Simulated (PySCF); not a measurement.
```yaml
atoms:
  - { symbol: C, position_ang: [-1.8256, 1.1898, -0.5203] }
  - { symbol: C, position_ang: [-1.0460, -0.0310, -0.7999] }
  - { symbol: O, position_ang: [-1.8154, -1.1862, -1.0021] }
  - { symbol: C, position_ang: [-0.1145, -0.1128, 0.4175] }
  - { symbol: C, position_ang: [-0.4702, -0.7309, 1.5358] }
  - { symbol: C, position_ang: [1.2144, 0.5683, 0.2604] }
  - { symbol: C, position_ang: [2.2141, -0.3592, -0.4330] }
  - { symbol: H, position_ang: [-2.7157, 1.1227, 0.0770] }
  - { symbol: H, position_ang: [-1.3842, 2.1551, -0.6664] }
  - { symbol: H, position_ang: [-0.4376, 0.0754, -1.7043] }
  - { symbol: H, position_ang: [-2.4891, -1.2324, -0.3149] }
  - { symbol: H, position_ang: [0.1866, -0.7612, 2.3889] }
  - { symbol: H, position_ang: [-1.4094, -1.2457, 1.6485] }
  - { symbol: H, position_ang: [1.0975, 1.4785, -0.3308] }
  - { symbol: H, position_ang: [1.6023, 0.8464, 1.2422] }
  - { symbol: H, position_ang: [2.3692, -1.2553, 0.1629] }
  - { symbol: H, position_ang: [1.8458, -0.6595, -1.4110] }
  - { symbol: H, position_ang: [3.1692, 0.1444, -0.5622] }
```

Geometry: GFN2-xTB.

Level of theory: UKS B3LYP, pcH-1 on C H O, non-relativistic, mean-field spin-orbit, GIAO (PySCF).

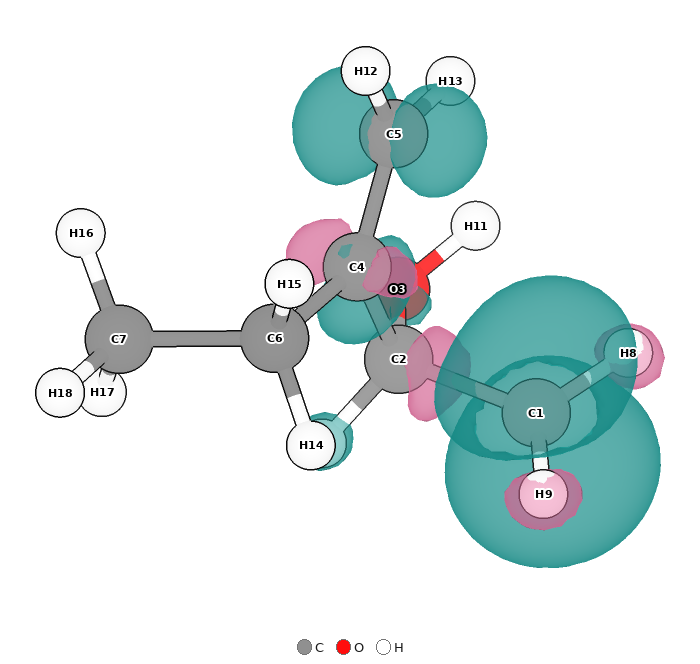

C6H11O (SMILES [CH2][C@H](O)C(=C)CC) (doublet). Isosurfaces of the spin density (α minus β) at +0.02 (teal) and −0.02 e/Å³ (pink), seen at an oblique angle.

Describe the spin distribution.

Answer. The unpaired spin (1 electron) lies mostly on C1 (about 0.7) and C5 (about 0.1), in electrons by Hirshfeld's partition.
